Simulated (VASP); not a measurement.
# LaBi: accuracy against cost in the PAW data sets and plane-wave cutoff, part 3 of 3

How sensitive are energy, pressure and forces of LaBi to the PAW data sets and plane-wave cutoff? The atoms are off their equilibrium sites, so that forces can be compared too. The series runs use PBEsol. The atoms of the start are displaced at random from the sites of a Fm-3m cell.

VASP 6.6.1, plane waves and PAW; the level of theory is named at each step.

Still holding for the runs below: The k-mesh is coarse for a metal.

So far. Step 13 (Plane-wave cutoff: ENCUT = 320): Against the run before the energy moves by +1.52 meV an atom and the pressure by -0.18 GPa, after 13 cycles in 32 s.

The database entry behind the starting cell differs from later determinations by our own check (about 0.2 % short), so it need not match the best structure at ambient conditions.

**14. Plane-wave cutoff: ENCUT = 390 (continued)**

Level of this step: PBEsol; plane waves and PAW (La, Bi_d) (VASP).

Parts of OUTCAR (step 14):

```text
  Total       -0.0657103     -0.0041421     -0.1431134     -0.0528159     -0.0159099     -0.0119501
  in kB       -1.4883321     -0.0938179     -3.2415047     -1.1962755     -0.3603576     -0.2706694
  external PRESSURE =      -1.6078849 kB  Pullay stress =       0.0000000 kB

 POSITION                                       TOTAL-FORCE (eV/Angst)
 -----------------------------------------------------------------------------------
      3.22644      6.49123      3.29293         0.201289      0.264090      0.061319
      3.28518      3.28552      3.31091        -0.201289     -0.264090     -0.061319
 -----------------------------------------------------------------------------------
    total drift:                                0.000095      0.000476     -0.001119

  FREE ENERGIE OF THE ION-ELECTRON SYSTEM (eV)
  ---------------------------------------------------
  free  energy   TOTEN  =       -11.7559194511 eV

  energy  without entropy=      -11.7530313460  energy(sigma->0) =      -11.75447540

[... 1 part as in an earlier step ...]

[... 2 further parts left out ...]
[key lines of the parts left out:]
E-fermi :   6.7930
```

Against the run before the energy moves by +0.66 meV an atom and the pressure by +0.26 GPa, after 14 cycles in 42 s.

**15. Plane-wave cutoff: ENCUT = 490**

INCAR reads:

```
SYSTEM = LaBi
PREC = Accurate
ENCUT = 490
EDIFF = 1E-06
NELM = 100
ISMEAR = -1
SIGMA = 0.05
LREAL = .FALSE.
ALGO = Normal
GGA = PS
NBANDS = 19
LASPH = .TRUE.
LORBIT = 11
LWAVE = .FALSE.
LCHARG = .FALSE.
KPAR = 2
ISIF = 2
```

POSCAR reads:

```
LaBi
1.0
    0.0000000000      3.2825000000      3.2825000000
    3.2825000000      0.0000000000      3.2825000000
    3.2825000000      3.2825000000      0.0000000000
La Bi
1 1
Direct
   -0.0011080000      0.0042860000     -0.0213650000
    0.5043790000      0.5042760000      0.4965410000
```

KPOINTS reads:

```
Automatic mesh
0
Gamma
6 6 6
0 0 0
```

Potentials, in the order of the species: La and Bi_d (PBE family, release 64).

Launch:

```
mpirun -np 2 vasp_std
```

The log of the run:

```text
[... set-up lines as in an earlier step ...]
 entering main loop
       N       E                     dE             d eps       ncg     rms          rms(c)
DAV:   1     0.268000972707E+03    0.26800E+03   -0.10967E+04  4280   0.185E+03
DAV:   2     0.179917603498E+02   -0.25001E+03   -0.24308E+03  5336   0.357E+02
DAV:   3    -0.100945608170E+02   -0.28086E+02   -0.27372E+02  5523   0.161E+02
DAV:   4    -0.117737454593E+02   -0.16792E+01   -0.16528E+01  8039   0.352E+01
[...]
DAV:  12    -0.117560449439E+02   -0.33565E-04   -0.18685E-04  7840   0.644E-02    0.944E-03
DAV:  13    -0.117560480676E+02   -0.31237E-05   -0.22484E-05  7432   0.214E-02    0.372E-03
DAV:  14    -0.117560480622E+02    0.54251E-08   -0.39316E-06  7192   0.102E-02
   1 F= -.11756048E+02 E0= -.11754602E+02  d E =-.289219E-02
```

Elapsed: 71 s, on 2 MPI ranks of AMD EPYC 9R14 (Zen 4), shared host; peak memory 0.61 GiB; 2.3 min of CPU time.

OUTCAR, selected parts (step 15):

```text
  Total       -0.0450138      0.0167098     -0.1227095     -0.0527738     -0.0160586     -0.0120790
  in kB       -1.0195594      0.3784744     -2.7793577     -1.1953223     -0.3637247     -0.2735891
  external PRESSURE =      -1.1401476 kB  Pullay stress =       0.0000000 kB

 POSITION                                       TOTAL-FORCE (eV/Angst)
 -----------------------------------------------------------------------------------
      3.22644      6.49123      3.29293         0.201316      0.264022      0.061013
      3.28518      3.28552      3.31091        -0.201316     -0.264022     -0.061013
 -----------------------------------------------------------------------------------
    total drift:                                0.000010      0.000185      0.000136

  FREE ENERGIE OF THE ION-ELECTRON SYSTEM (eV)
  ---------------------------------------------------
  free  energy   TOTEN  =       -11.7560480622 eV

  energy  without entropy=      -11.7531558686  energy(sigma->0) =      -11.75460197

[... 1 part as in an earlier step ...]

[... 2 further parts left out ...]
[key lines of the parts left out:]
E-fermi :   6.7930
```

Against the run before the energy moves by -0.06 meV an atom and the pressure by +0.05 GPa, after 14 cycles in 71 s.

**16. The plane-wave cutoff series as a table**

This step: convergence of PBEsol results with the cutoff; plane waves and PAW (VASP 6.6.1).

This step runs nothing: it gathers the runs above.

Differences are taken from the run with ENCUT = 490. Results of the series, by row:

```
    setting     status  energy less the reference (meV/atom)  pressure (GPa)  largest force difference (meV/Å)  SCF cycles  wall time (s)
ENCUT = 150  converged                                  3062          -148.6                             311.4          12             12
ENCUT = 180  converged                                 382.3          -35.26                             30.75          11           11.8
ENCUT = 220  converged                                 11.22          -3.488                             2.175          12           18.4
ENCUT = 240  converged                                -3.423         -0.8048                             1.568          12           18.6
ENCUT = 280  converged                                 -2.12         -0.2426                              0.54          13             31
ENCUT = 320  converged                               -0.5981         -0.4201                             0.329          13             32
ENCUT = 390  converged                               0.06328         -0.1608                             0.306          14             42
ENCUT = 490  converged                                     0          -0.114                                 0          14             71
```

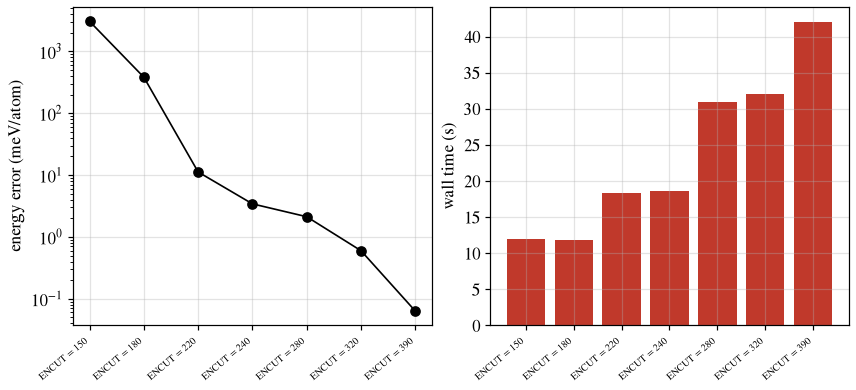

The energy error in size, against the reference run (errors under 0.01 are drawn at 0.01), and the wall time by setting.

**17. Summary of results**

* spread of the pressure over the PAW data sets: 0.663 GPa
* plane-wave cutoff from which the energy stays within 10 meV/atom of the reference: ENCUT = 240
* plane-wave cutoff from which the energy stays within 1 meV/atom of the reference: ENCUT = 320
* plane-wave cutoff from which the pressure stays within 0.2 GPa of the reference: ENCUT = 390
* spread of the pressure over the plane-wave cutoff: 148 GPa
* spread of the energy over the plane-wave cutoff: 3065 meV/atom

In words: The choice of data set moves the pressure between -0.53 GPa (gw 64: La_GW Bi_d_GW) and 0.14 GPa (soft 64: La_s Bi_d); the cutoffs differ too (400 and 410 eV). From ENCUT = 320 on, the energy stays within 1 meV an atom of the reference, at 45 % of its time. The pressure holds within 0.2 GPa from ENCUT = 390 on. These cutoffs are 0.6 to 2 times the default of the data sets, about 240 eV; at the default the run is off by -3.4 meV an atom, -0.69 GPa, 1.6 meV/Å in forces, and at 1.3 times by -0.6 meV an atom, -0.31 GPa, 0.3 meV/Å in forces. Energy differences between like cells converge faster than these totals. Differences are taken from the run with ENCUT = 490, which is itself not the exact limit. Data sets differ in their zero of energy, so energies are not compared. The runs at ENCUT = 150; ENCUT = 180; ENCUT = 220 are over 30 meV an atom or 2 GPa off and describe the material poorly.

[Lines on the potential files, build, host, timing and source positions are cut from VASP's logs without a mark.]

[Logs are printed without paths, hosts, clocks, repeated set-up lines and the standing remarks that a program may print on its own settings, such as how far it seeks lower states.]

[Hosts, paths, dates, database ids (printed as entryN), source tags and the programs' standing remarks are cut or masked in the printed files.]

[A measured line is paired with the nearest computed mode of its activity, which favours agreement.]

[In band tables of VASP the shares of atoms and orbitals are scaled to a sum of 1 inside the atoms' spheres.]
